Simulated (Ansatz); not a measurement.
## Electronic structure of Cl4HOTa in real space

```
atom    x (Å)    y (Å)    z (Å)
  Cl   2.0902   0.0993  -1.0405
  Cl  -1.8121  -0.6491  -1.3050
  Cl  -0.3352   2.2601  -1.3580
  Cl  -0.3844   1.4113   1.7914
   O   0.2071  -1.3202   0.7741
  Ta  -0.0324   0.2662  -0.1718
   H   0.3281  -2.1356   1.2642
```

Geometry: PBE0-D4/def2-SVP; core potentials replace the inner electrons of Ta.

The calculation used Ansatz 0.2.0, isolated molecule in a Gaussian basis; Kohn-Sham density functional theory, functional PBE0.

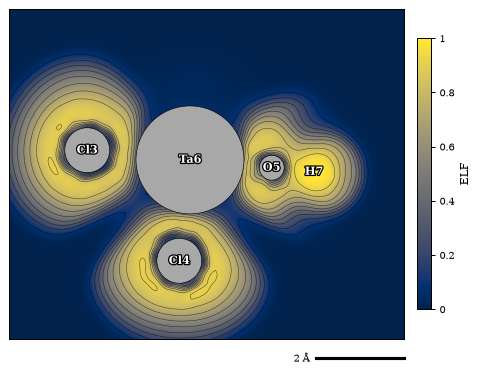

Figure 1. Electron localisation function on the plane of atoms Cl3, Ta6 and Cl4. Grey discs cover the atomic cores.

Read the bonding off the picture.

Atoms in the plane: Cl, O, Ta and H.
Ta–O (1.86 Å): the ELF peaks at about 0.80 in the valence shell of O, 0.5 Å from its nucleus, and drops to about 0.20 between the two atoms.
Ta–Cl (2.30 Å): the ELF peaks at about 0.85 in the valence shell of Cl, 0.8 Å from its nucleus, and is about 0.40 at the midpoint.
O–H (0.96 Å): the ELF climbs to about 1 towards the hydrogen, as it does in any bond to H (a covalent bond by its length).
Ta–Cl (2.34 Å): the ELF peaks at about 0.85 in the valence shell of Cl, 0.8 Å from its nucleus, and is about 0.35 at the midpoint.

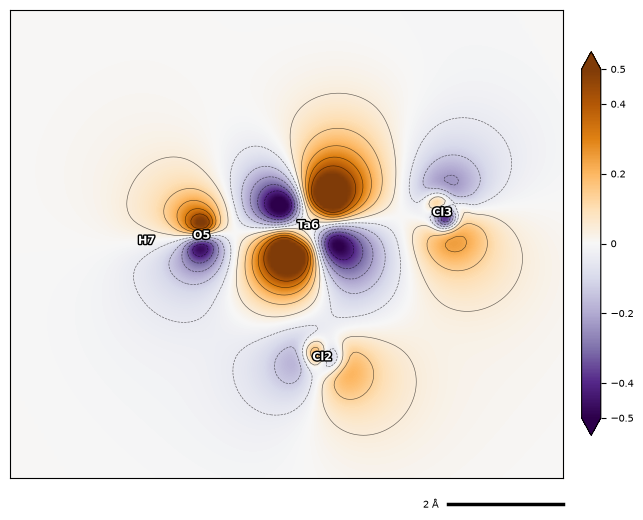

Figure 2. The LUMO on the plane of atoms Cl2, Ta6 and Cl3 (values in Å⁻³ᐟ²; the overall sign is arbitrary).

Describe this orbital and give its energy.

By Hirshfeld shares it lies mainly on Ta6 (about 65 %), Cl3 (about 10 %) and O5 (about 10 %). It is one of a degenerate set, so its orientation is arbitrary. Its energy is −3.09 eV.
